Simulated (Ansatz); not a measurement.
## Electronic structure of ClFH4Si2 in real space

```xyz
8

F    -1.5987    1.6608    0.4612
Si   -0.1283    1.1710   -0.0608
Si    0.0158   -1.1675    0.0967
Cl    1.9421   -1.6034   -0.5975
H     0.0400    1.6027   -1.4760
H     0.9135    1.8087    0.7909
H    -0.9765   -1.8674   -0.7649
H    -0.1159   -1.6620    1.4948
```

Computed with RKS B3LYP-D4/def2-SVP in Ansatz.

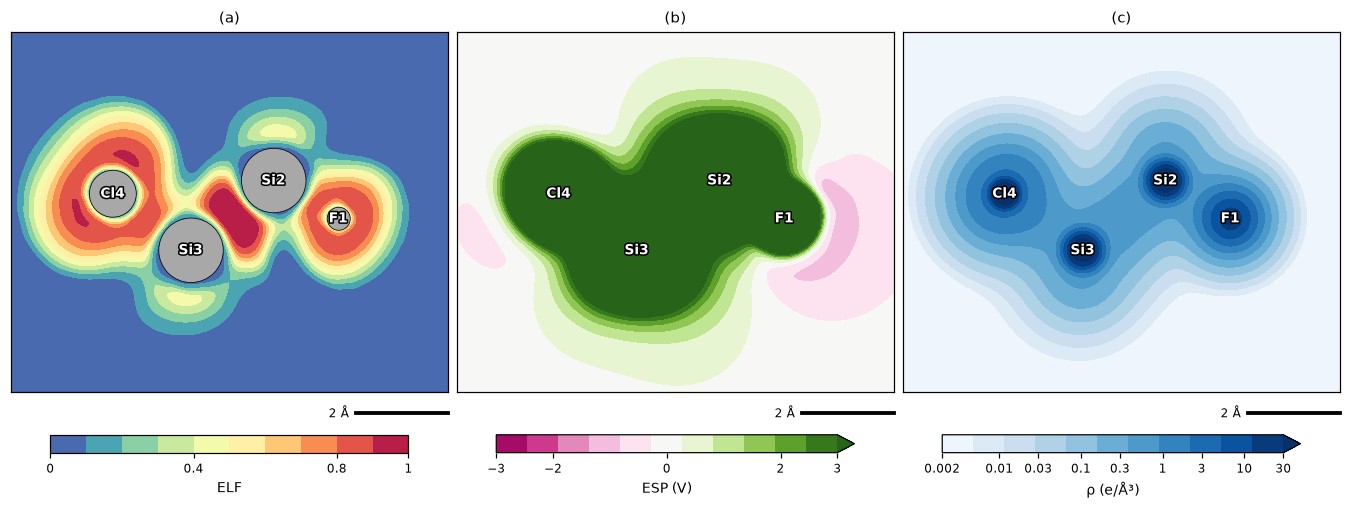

Figure 1. (a) electron localisation function; (b) molecular electrostatic potential; (c) electron density on the plane of atoms Si2, Si3 and Cl4. Grey discs cover the atomic cores in the ELF map.

What do the fields say about this system?

Answer. Atoms in the plane: F, Si and Cl. Si–F (1.64 Å): ρ is about 0.97 e/Å³ halfway; the ELF peaks at about 0.85 in the valence shell of F, 0.6 Å from its nucleus, and is about 0.45 at the midpoint. Si–Cl (2.09 Å): ρ is about 0.8 e/Å³ halfway; the ELF peaks at about 0.90 between the atoms, as expected for a polar covalent bond. Si–Si (2.35 Å): ρ at the midpoint is about 0.68 e/Å³; the ELF peaks at about 1 between the atoms, as expected for localised, covalent bonding. The ELF also peaks beside F1 and Cl4, away from the bonds: lone-pair regions. Outside the dense part of the molecule the potential is most negative (−1.2 V) near F1.

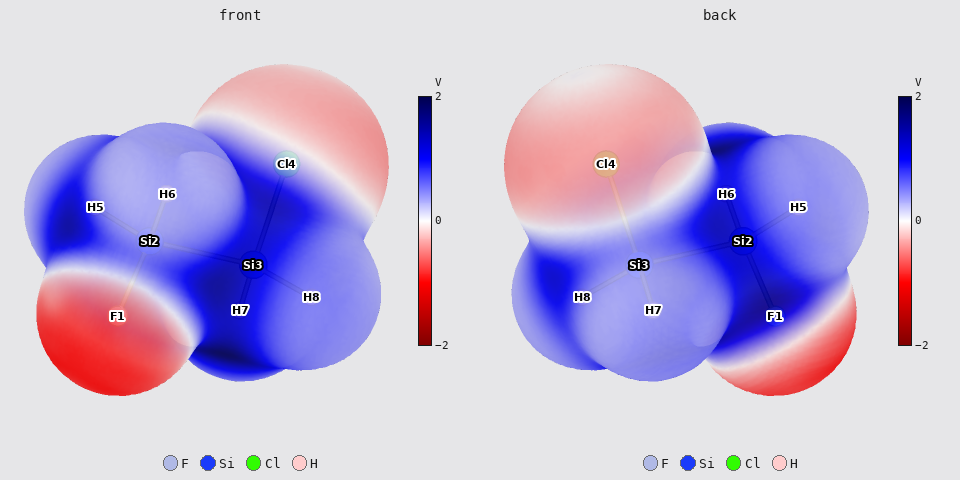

Figure 2. The molecular electrostatic potential painted on the density surface at 0.002 e/bohr³, seen from the front and from behind; the colour scale runs from red (negative) to blue (positive).

Describe the electrostatic potential map.

Answer. The most negative region (about −0.9 V, or −21 kcal/mol for a unit charge) lies over F1, the most positive (about +1.8 V, or +42 kcal/mol for a unit charge) over Si2 and Si3.

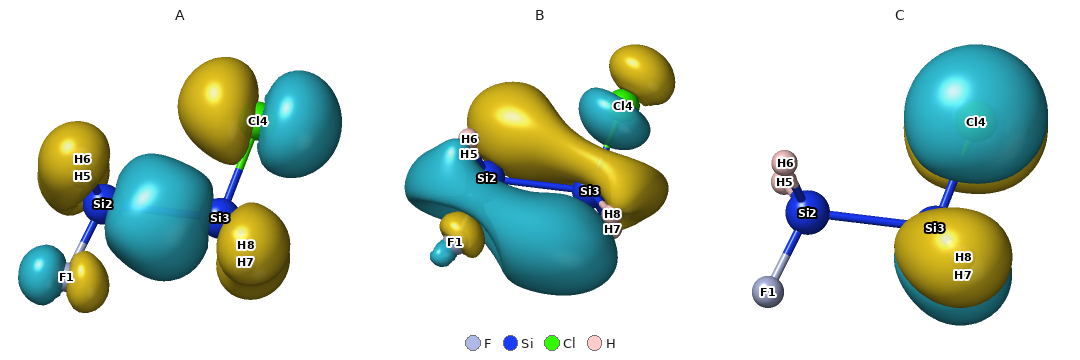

Figure 3. Three frontier orbitals at ±0.08 Å⁻³ᐟ² (yellow and cyan are the two phases), in no order.

Order the three orbitals by energy and name them.

Answer. C is the HOMO−1 (−8.69 eV). It lies mainly on Cl4 (about 70 %), Si3 (about 10 %), H7 (about 10 %) and H8 (about 10 %); largely a lone pair of Cl4. A is the HOMO (−7.99 eV). Its weight (Hirshfeld) is mainly on Cl4 (about 30 %), Si2 (about 25 %), Si3 (about 25 %) and F1 (about 5 %). B is the LUMO (−1.11 eV). It lies mainly on Si3 (about 35 %), Si2 (about 35 %), Cl4 (about 15 %) and F1 (about 5 %).

What is the HOMO–LUMO gap?

Answer. 6.88 eV between the orbital energies.
